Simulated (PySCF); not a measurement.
**C₄H₉ClOSi: density, localisation and related maps**

The calculation's input:

```
{"job": {"kind": "nmr", "xc": "PBE0", "basis": "pcSseg-1"}, "charge": 0, "multiplicity": 1}
Si    -2.621680     0.222156     0.473563
O     -1.017293     0.109792     0.255480
C     -0.314173    -0.275405    -0.879004
C      1.174800    -0.224609    -0.601509
Cl     2.085005    -0.711609    -2.029385
C      1.761483     0.834178     0.273806
C      1.724012    -0.595486     0.737180
H     -2.614670     0.670531     1.855368
H     -3.272735    -1.075032     0.270595
H     -3.214404     1.181027    -0.462959
H     -0.594996    -1.296371    -1.172569
H     -0.550326     0.392076    -1.719447
H      2.714110     1.255743    -0.007077
H      1.072498     1.534023     0.721750
H      2.650908    -1.146644     0.772798
H      1.009863    -0.865425     1.499999
```

Launched as:

```sh
OMP_NUM_THREADS=1 python probes_run.py task.json out
```

Geometry: GFN2-xTB.

Method: PBE0/pcSseg-1, SCF density, gas phase, non-relativistic in PySCF 2.14.0.

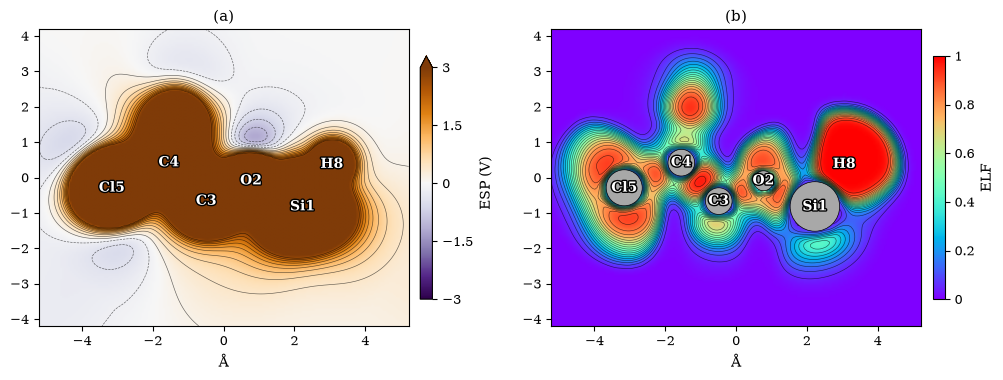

Figure 1. (a) electrostatic potential; (b) ELF on the plane of atoms O2, C3 and C4. Grey discs cover the atomic cores in the ELF map.

> What do the fields say about this system?

The section cuts through Si, O, C, Cl and H sites. C–O (1.39 Å): the ELF peaks at about 0.90 between the atoms; a polar covalent bond. C–C (1.52 Å): the ELF peaks at about 0.95 between the atoms: a shared electron pair. Si–O (1.62 Å): the ELF peaks at about 0.90 between the atoms (a polar covalent bond). C–Cl (1.76 Å): the ELF peaks at about 0.90 between the atoms: a shared electron pair. Si–H (1.45 Å): the ELF climbs to about 1 towards the hydrogen, as it does in any bond to H. The ELF also peaks beside Cl5 and O2, away from the bonds: lone-pair regions. Outside the dense part of the molecule the potential is most negative (−1.2 V) near O2.

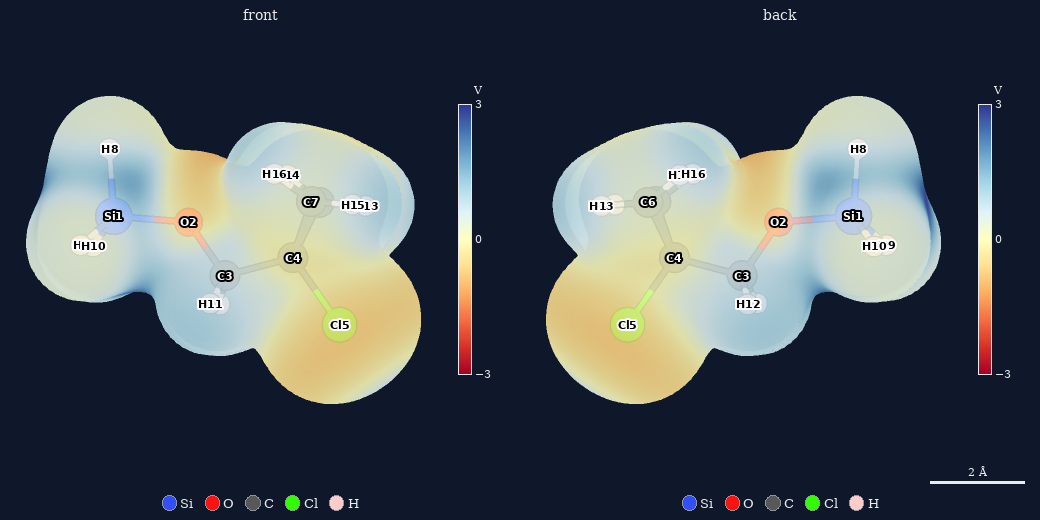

Figure 2. The molecular electrostatic potential painted on the density surface at 0.004 e/bohr³, seen from the front and from behind; red is negative and blue positive.

> Where is the surface potential most negative and most positive?

The most negative region (about −0.9 V, or −21 kcal/mol for a unit charge) lies over O2, the most positive (about +2.5 V, or +58 kcal/mol for a unit charge) over Si1. Cl5 shows a σ-hole: about +0.6 V, or +14 kcal/mol for a unit charge at the tip opposite its bond, against about −0.6 V, or −14 kcal/mol for a unit charge on its flanks.

> How polar is the molecule by this calculation?

Its dipole moment is 1.53 D.
